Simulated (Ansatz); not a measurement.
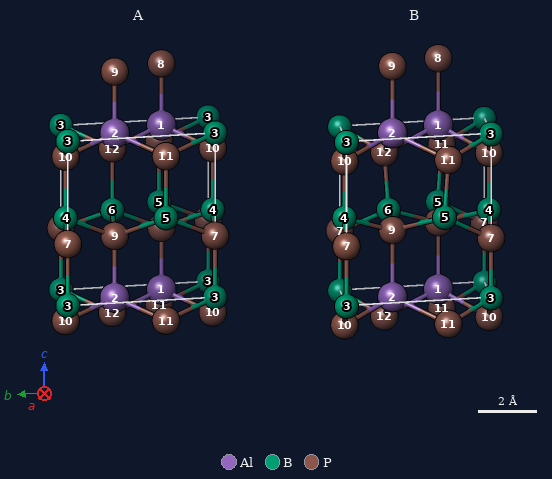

Two geometries of crystalline AlB2P3 (a generated structure, set up in P31m) (coarse preliminary run), drawn at one scale. One is the start of a relaxation, the other its converged end. Style: ball-and-stick. Shown: the cell of the calculation, from a free direction.

The calculation used DFT PBE, scalar-relativistic, plane waves, PAW in Ansatz. (plane-wave cutoff 420 eV; k-point mesh 3 × 3 × 4; occupations gaussian; smearing width 0.1 eV; no spin polarisation; cell and atoms relaxed; force threshold 0.04 eV/Å; at most 70 steps)

Q: Which one is relaxed?

A: Structure B is the relaxed one. The largest moves relative to the cell, 0.26 Å, are those of P10, P11 and P12. P12 goes along [2 2 −1]. By element the largest moves are P 0.26 Å, B 0.07 Å, Al 0.02 Å. The volume changes by −3.8 %, with a = b 6.056 → 5.948 Å (−1.8 %), c 5.739 → 5.726 Å (−0.2 %). Some distances before and after: B3–P10 2.143 → 1.935 Å, Al1–P8 2.151 → 2.331 Å, B4–P10 2.151 → 2.005 Å, Al1–P10 2.143 → 2.279 Å. Bond angles that change, for instance: Al1–P12–Al2 109.4° → 97.8°, B3–P12–B6 109.6° → 119.6°, P10–B3–P11 109.4° → 103.4°. The space group stays P31m (No. 157). Over 4 accepted moves (5 points after the start) the energy falls by 3.003 eV per cell of the calculation. Largest force component: 4.3 eV/Å at the start, 0.028 eV/Å at the end. The pressure goes from 1.10 to 0.02 GPa. At 1 point the geometry stayed and the basis and grid were re-selected for the new cell (energy shift of 2.4 meV per cell of the calculation at most each time).
